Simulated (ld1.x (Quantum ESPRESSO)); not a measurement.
# An RRKJ potential for fluorine, from input to tests

Task: generate the file, and judge it by its errors in other configurations, its logarithmic derivatives, its ghosts and its cutoff.

The numbers are computed with ld1.x (Quantum ESPRESSO) 7.5 (PBE, scalar-relativistic, spin-unpolarised reference atom).

### Step 1. The atom and the settings

The settings as typed:

| Property | Result |
| --- | --- |
| element | fluorine (F, Z = 9) |
| type | norm-conserving RRKJ (Kleinman–Bylander form) |
| frozen core | [He] |
| valence charge | 7 |
| reference configuration | 2s2 2p5 |
| partial waves | 2p (bound): rc 1.75 bohr; 2s (bound): rc 0.75 bohr |
| local potential | the s channel |
| core correction | Bessel-smoothed model core, default radius (core density twice the valence density) |

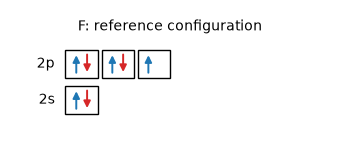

The outer shells as boxes. The arrows follow Hund's rule for the drawing; the calculation itself is spin-unpolarised.

The nodes and maxima of the atom's own shells, from an earlier all-electron run, set the scale for the radii.

All-electron outer shells of the reference configuration (PBE, scalar-relativistic, ld1.x):

| shell | level (eV) | outermost node (bohr) | outermost maximum (bohr) |
| --- | --- | --- | --- |
| 1s | -663.37 | – | 0.11 |
| 2s | -29.90 | 0.24 | 0.76 |
| 2p | -11.11 | – | 0.71 |

### Step 2. Generating the potential

F.in reads:

```
 &input
   title='F', zed=9., rel=1, dft='PBE', iswitch=3,
   config='[He] 2s2 2p5',
   nld=2, rlderiv=1.90, eminld=-4.0, emaxld=5.0, deld=0.02
 /
 &inputp
   pseudotype=2, tm=.false., rho0=0.02, lloc=0,
   nlcc=.true., new_core_ps=.true.,
   file_pseudopw='F.UPF', file_wfcaegen='ae.wfc', file_wfcncgen='nc.wfc', file_beta='beta', file_chi='chi'
 /
2
2P  2  1   5.00   0.00  1.75  1.75  0.0
2S  1  0   2.00   0.00  0.75  0.75  0.0
 &test
   configts(1)='2s2 2p5'
 /
```

On the command line:

```
$ ld1.x < F.in > F.out
```

The output, F.out (without the banner and most projector matrices):

```text
     Program LD1 v.7.5
     --------------------------- All-electron run ----------------------------

     F
     scalar relativistic calculation

     atomic number is  9.00
     dft =PBE   lsd =0 sic =0 latt =0  beta=0.20 tr2=1.0E-14
     Exchange-correlation= PBE
                           (   1   4   3   4   0   0   0)
     mesh =1105 r(mesh) =  99.76081 a.u. xmin = -7.00 dx = 0.01250
     1 Ry =  13.60569312 eV, c = 137.03599908

     n l     nl                  e(Ry)          e(Ha)          e(eV)
     1 0     1S 1( 2.00)       -48.7570       -24.3785      -663.3734
     2 0     2S 1( 2.00)        -2.1976        -1.0988       -29.8996
     2 1     2P 1( 5.00)        -0.8167        -0.4083       -11.1117

     final scf error:  6.3E-15 reached in  26 iterations

     Etot =    -199.489330 Ry,     -99.744665 Ha,   -2714.190600 eV

     Ekin =     199.322998 Ry,      99.661499 Ha,    2711.927538 eV
     Encl =    -477.724055 Ry,    -238.862027 Ha,   -6499.766885 eV
     Eh   =      99.339620 Ry,      49.669810 Ha,    1351.584389 eV
     Exc  =     -20.427893 Ry,     -10.213946 Ha,    -277.935642 eV

     normalization and overlap integrals

     s(1S/1S) =  1.000000  <r> =   0.1763  <r2> =    0.0420  r(max) =   0.1139
     s(2S/2S) =  1.000000  <r> =   1.0034  <r2> =    1.2282  r(max) =   0.7617
     s(2P/2P) =  1.000000  <r> =   1.1050  <r2> =    1.6384  r(max) =   0.7066

     ------------------------ End of All-electron run ------------------------

     --------------------- Generating NC pseudopotential ---------------------

      Generating local pot.: lloc=0, matching radius rcloc =   0.7500

      Computing core charge for nlcc:

       r > 0.28 : true rho core
      Core charge pseudized with two Bessel functions
      Integrated core pseudo-charge :   1.45

      Wfc   2P  rcut= 1.738  Estimated cut-off energy=       59.35 Ry
      This function has    0 nodes for 0 < r <    1.738

     ------------------- End of pseudopotential generation -------------------

     [... the all-electron block is printed once more ...]


     Computing logarithmic derivative in   1.90893
     Computing logarithmic derivative in   1.90893
     Computing the partial wave expansion
       no projector for channel:   0
     R is outside the sphere for l=    1 j= 0.00

     ---------------------- Testing the pseudopotential ----------------------

     F
     scalar relativistic calculation

     atomic number is  9.00   valence charge is  7.00
     dft =PBE   lsd =0 sic =0 latt =0  beta=0.20 tr2=1.0E-14
     mesh =1105 r(mesh) =  99.76081 xmin = -7.00 dx = 0.01250

     n l     nl             e AE (Ry)        e PS (Ry)    De AE-PS (Ry)
     1 0     2S   1( 2.00)       -2.19758       -2.19765        0.00007
     2 1     2P   1( 5.00)       -0.81670       -0.81670        0.00000

     eps = 6.2E-15  iter = 18

     Etot =    -199.489330 Ry,     -99.744665 Ha,   -2714.190600 eV
     Etotps =   -52.230907 Ry,     -26.115453 Ha,    -710.637691 eV

     Ekin =      28.635978 Ry,      14.317989 Ha,     389.612325 eV
     Encl =     -97.867953 Ry,     -48.933976 Ha,   -1331.561334 eV
     Ehrt =      40.537013 Ry,      20.268506 Ha,     551.534153 eV
     Ecxc =     -14.653512 Ry,      -7.326756 Ha,    -199.371193 eV
     (Ecc =      -5.689541 Ry,      -2.844770 Ha,     -77.410143 eV)
     Epseu=      -8.882432 Ry,      -4.441216 Ha,    -120.851642 eV

     ---------------------- End of pseudopotential test ----------------------
```

Run time: 1.4 s. Hardware: 1 thread of Neoverse-V1, shared host. This counts the later configuration tests of the new file too.

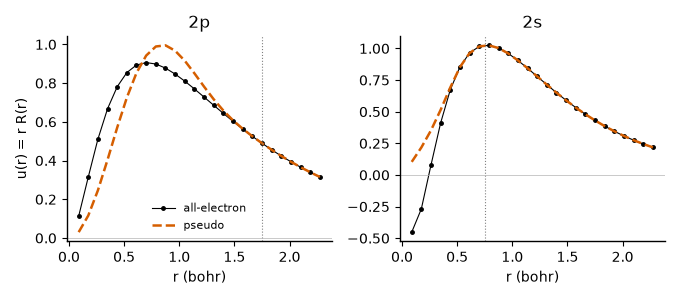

All-electron and pseudo partial waves (2p, 2s), with the matching radii dotted. The curves join 26 sampled radii.

### Step 3. Testing the new file in other configurations

F.test.in reads:

```
 &input
   title='F', zed=9., rel=1, dft='PBE', iswitch=2,
   config='[He] 2s2 2p5'
 /
 &test
   file_pseudo='F.UPF', nconf=8,
   configts(1)='2s2 2p5',
   configts(2)='2s2 2p4',
   configts(3)='2s2 2p3',
   configts(4)='2s2 2p2',
   configts(5)='2s2 2p1',
   configts(6)='2s1 2p5',
   configts(7)='2s1 2p6',
   configts(8)='2s2 2p5.3'
 /
```

On the command line:

```
$ ld1.x < F.test.in > F.test.out
```

F.test.out, the pseudopotential blocks, each with the warnings that came before it:

```text
     ---------------------- Testing the pseudopotential ----------------------

     F
     scalar relativistic calculation

     atomic number is  9.00   valence charge is  7.00
     dft =PBE   lsd =0 sic =0 latt =0  beta=0.20 tr2=1.0E-14
     mesh =1105 r(mesh) =  99.76081 xmin = -7.00 dx = 0.01250

     n l     nl             e AE (Ry)        e PS (Ry)    De AE-PS (Ry)
     1 0     2S   1( 2.00)       -2.19758       -2.19765        0.00007
     2 1     2P   1( 5.00)       -0.81670       -0.81670        0.00000

     eps = 2.7E-16  iter = 12

     Etot =    -199.489330 Ry,     -99.744665 Ha,   -2714.190600 eV
     Etotps =   -52.230908 Ry,     -26.115454 Ha,    -710.637701 eV

     Ekin =      28.635977 Ry,      14.317989 Ha,     389.612319 eV
     Encl =     -97.867953 Ry,     -48.933977 Ha,   -1331.561340 eV
     Ehrt =      40.537013 Ry,      20.268506 Ha,     551.534157 eV
     Ecxc =     -14.653512 Ry,      -7.326756 Ha,    -199.371194 eV
     (Ecc =      -5.689541 Ry,      -2.844770 Ha,     -77.410143 eV)
     Epseu=      -8.882432 Ry,      -4.441216 Ha,    -120.851644 eV

     ---------------------- End of pseudopotential test ----------------------

     ---------------------- Testing the pseudopotential ----------------------

     F
     [...]
     n l     nl             e AE (Ry)        e PS (Ry)    De AE-PS (Ry)
     1 0     2S   1( 2.00)       -3.48292       -3.48757        0.00465
     2 1     2P   1( 4.00)       -2.08065       -2.06385       -0.01680  !

     eps = 7.1E-16  iter = 10

     Etot =    -198.064175 Ry,     -99.032088 Ha,   -2694.800384 eV
     Etotps =   -50.811418 Ry,     -25.405709 Ha,    -691.324560 eV
     dEtot_ae =       1.425155 Ry
     dEtot_ps =       1.419490 Ry,   Delta E=       0.005665 Ry

     [...]
     ---------------------- End of pseudopotential test ----------------------

     ---------------------- Testing the pseudopotential ----------------------

     F
     [...]
     n l     nl             e AE (Ry)        e PS (Ry)    De AE-PS (Ry)
     1 0     2S   1( 2.00)       -4.99731       -4.98487       -0.01244  !
     2 1     2P   1( 3.00)       -3.60167       -3.52218       -0.07949  !

     eps = 9.0E-17  iter =  9

     Etot =    -195.242940 Ry,     -97.621470 Ha,   -2656.415526 eV
     Etotps =   -48.033217 Ry,     -24.016609 Ha,    -653.525213 eV
     dEtot_ae =       4.246390 Ry
     dEtot_ps =       4.197690 Ry,   Delta E=       0.048699 Ry

     [...]
     ---------------------- End of pseudopotential test ----------------------

     Warning: n=2, l=1 expected 0 nodes, found 1
     ---------------------- Testing the pseudopotential ----------------------

     F
     [...]
     n l     nl             e AE (Ry)        e PS (Ry)    De AE-PS (Ry)
     1 0     2S   1( 2.00)       -6.70364       -6.63440       -0.06924  !
     2 1     2P   1( 2.00)       -5.34782       -5.13372       -0.21410  !

     eps = 7.7E-17  iter =  9

     Etot =    -190.786158 Ry,     -95.393079 Ha,   -2595.777923 eV
     Etotps =   -43.716099 Ry,     -21.858050 Ha,    -594.787828 eV
     dEtot_ae =       8.703171 Ry
     dEtot_ps =       8.514809 Ry,   Delta E=       0.188363 Ry

     [...]
     ---------------------- End of pseudopotential test ----------------------

     ---------------------- Testing the pseudopotential ----------------------

     F
     [...]
     n l     nl             e AE (Ry)        e PS (Ry)    De AE-PS (Ry)
     1 0     2S   1( 2.00)       -8.57765       -8.39695       -0.18070  !
     2 1     2P   1( 1.00)       -7.29740       -6.85534       -0.44206  !

     eps = 3.5E-16  iter =  9

     Etot =    -184.479831 Ry,     -92.239915 Ha,   -2509.975963 eV
     Etotps =   -37.729058 Ry,     -18.864529 Ha,    -513.329982 eV
     dEtot_ae =      15.009499 Ry
     dEtot_ps =      14.501850 Ry,   Delta E=       0.507649 Ry

     [...]
     ---------------------- End of pseudopotential test ----------------------

     ---------------------- Testing the pseudopotential ----------------------

     F
     [...]
     n l     nl             e AE (Ry)        e PS (Ry)    De AE-PS (Ry)
     1 0     2S   1( 1.00)       -3.49542       -3.53262        0.03720  !
     2 1     2P   1( 5.00)       -2.08974       -2.10380        0.01406  !

     eps = 6.4E-15  iter =  9

     Etot =    -196.660171 Ry,     -98.330085 Ha,   -2675.697932 eV
     Etotps =   -49.385143 Ry,     -24.692571 Ha,    -671.919099 eV
     dEtot_ae =       2.829159 Ry
     dEtot_ps =       2.845765 Ry,   Delta E=      -0.016606 Ry

     [...]
     ---------------------- End of pseudopotential test ----------------------

     ---------------------- Testing the pseudopotential ----------------------

     F
     [...]
     n l     nl             e AE (Ry)        e PS (Ry)    De AE-PS (Ry)
     1 0     2S   1( 1.00)       -2.23280       -2.24790        0.01509  !
     2 1     2P   1( 6.00)       -0.84819       -0.85991        0.01171  !

     eps = 4.4E-16  iter = 12

     Etot =    -198.106554 Ry,     -99.053277 Ha,   -2695.376983 eV
     Etotps =   -50.846406 Ry,     -25.423203 Ha,    -691.800596 eV
     dEtot_ae =       1.382775 Ry
     dEtot_ps =       1.384502 Ry,   Delta E=      -0.001726 Ry

     [...]
     ---------------------- End of pseudopotential test ----------------------

     ---------------------- Testing the pseudopotential ----------------------

     F
     [...]
     n l     nl             e AE (Ry)        e PS (Ry)    De AE-PS (Ry)
     1 0     2S   1( 2.00)       -1.86725       -1.86467       -0.00259
     2 1     2P   1( 5.30)       -0.49676       -0.49711        0.00034

     eps = 2.4E-16  iter = 12

     Etot =    -199.685554 Ry,     -99.842777 Ha,   -2716.860368 eV
     Etotps =   -52.427232 Ry,     -26.213616 Ha,    -713.308836 eV
     dEtot_ae =      -0.196224 Ry
     dEtot_ps =      -0.196325 Ry,   Delta E=       0.000100 Ry

     [...]
     ---------------------- End of pseudopotential test ----------------------
```

Excitation and ionisation energies from 2s2 2p5, with the error of the potential. A star marks tests that logged a warning. The frozen-core shift comes from a second all-electron run, not shown, with the core orbitals held at their reference shape; it is that run's ΔE less the relaxed one.

```tsv
valence configuration	charge	ΔE all-electron (eV)	error AE − PS (meV)	frozen-core shift (meV)
2s2 2p4	+1	19.390	+77	+0.1
2s2 2p3	+2	57.775	+663	+0.8
2s2 2p2 *	+3	118.413	+2563	+4.3
2s2 2p1	+4	204.215	+6907	+15
2s1 2p5	+1	38.493	-226	+0.6
2s1 2p6	0	18.814	-23	+0.4
2s2 2p5.3	-0.3	-2.670	+1.4	0.0
```

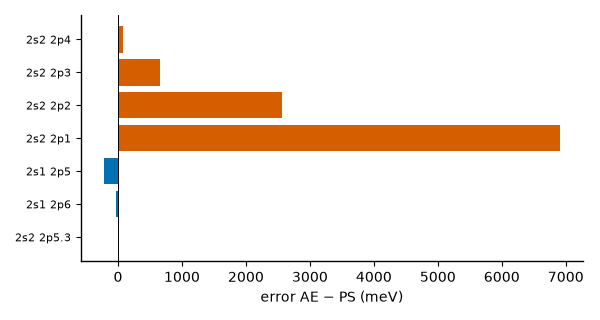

Error of the potential in each test configuration.

### Step 4. Scattering by logarithmic derivatives

Taken from the files of the generation run. The phase is arctan(r·u′/u) with u = r·R, unwrapped, with energies in Ry. A pole is an energy at which the radial function vanishes at the test radius. The pseudo phase is shifted by a multiple of π to meet the all-electron one at the reference energy. Levels narrower than the energy grid can be missing from the poles. The last column is the largest difference on the grid between −1 and +1 Ry.

| channel | radius (bohr) | reference (Ry) | poles AE | poles PS | window around the reference with phases within 0.05 rad (Ry) | largest difference near zero (rad) |
| --- | --- | --- | --- | --- | --- | --- |
| s | 1.91 | -2.20 | -1.79 | -1.79 | the whole range | 0.001 |
| p | 1.91 | -0.82 | -0.32 | -0.31 | below 1.7 | 0.016 |

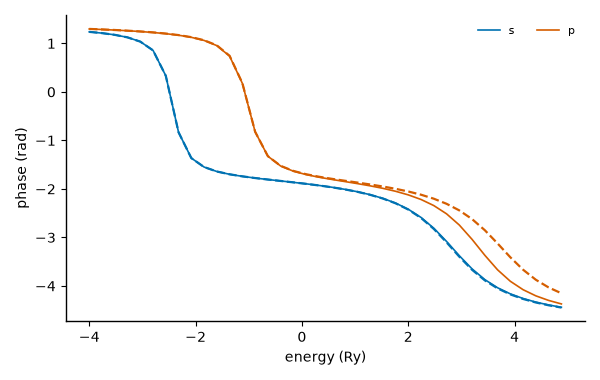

All-electron (solid) and pseudo (dashed) phases against energy.

### Step 5. Plane-wave convergence, by spherical Bessel functions

This step uses the generator's waves and projectors in a separate script. Basis: spherical Bessel functions vanishing at 20 bohr, q² up to the cutoff; potential fixed at the reference.

All-electron valence levels (Ry): 2p -0.8167, 2s -2.1976. The lowest levels of each channel (Ry) by cutoff; the last column sums, over occupied levels, occupation times the distance from the level at 400 Ry. A positive value at high cutoff is not a bound level.

```csv
cutoff (Ry),p #1,s #1,d #1,f #1,Σ f·Δε (mRy)
8,-0.0298,-1.8903,0.0806,0.1213,4549.0
15,-0.3079,-1.9587,0.0806,0.1213,3021.9
25,-0.6868,-1.9766,0.0806,0.1213,1091.2
40,-0.8129,-2.0724,0.0806,0.1213,269.5
55,-0.8165,-2.1421,0.0806,0.1213,112.0
70,-0.8167,-2.1759,0.0806,0.1213,43.6
100,-0.8167,-2.1921,0.0806,0.1213,11.1
120,-0.8167,-2.1926,0.0806,0.1213,10.0
140,-0.8167,-2.1929,0.0806,0.1213,9.4
200,-0.8167,-2.1963,0.0806,0.1213,2.7
230,-0.8167,-2.1971,0.0806,0.1213,1.0
300,-0.8167,-2.1975,0.0806,0.1213,0.2
400,-0.8167,-2.1976,0.0806,0.1213,0.0
```

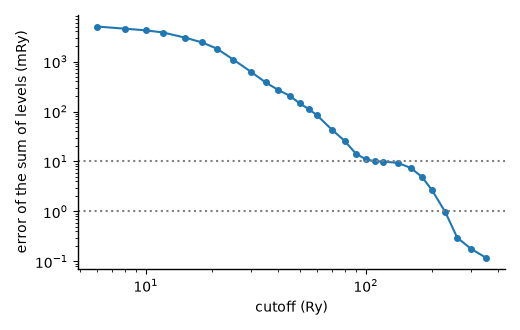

Occupation-weighted error of the valence levels against the cutoff; the dotted lines mark 10 and 1 mRy.

The sum stays within 10 mRy from 120 Ry and within 1 mRy from 230 Ry. The sum leaves out empty levels, which can need more. Ghost test: no level below the all-electron spectrum of its channel (p, s, d, f tested).

### Step 6. Results

```
                                                quantity                   value
               cutoffs for 10 and 1 mRy, occupied levels       120 Ry and 230 Ry
                                            bound ghosts              none found
                            largest test error (AE − PS)  +6907 meV, for 2s2 2p1
largest phase difference near zero energy, channels read               0.016 rad
```

What this shows: By total energies transferability is poor: the largest error is 6907 meV on 204.2 eV, for 2s2 2p1. That test lies far up in energy; among those under 40 eV, nearer to bonding, the largest error is 226 meV. Freezing the core alone would shift it much less, so the error comes from the pseudisation. It counts as hard, with 120 Ry needed at the looser tolerance. The slowest occupied level is 2s: taken alone it needs 230 Ry to come within 1 mRy, against 45 Ry for 2p. No bound ghost shows below the valence levels. Near zero energy the phases of the channels with partial waves agree within 0.016 rad. These are tests on the free atom; a crystal test is still owed.
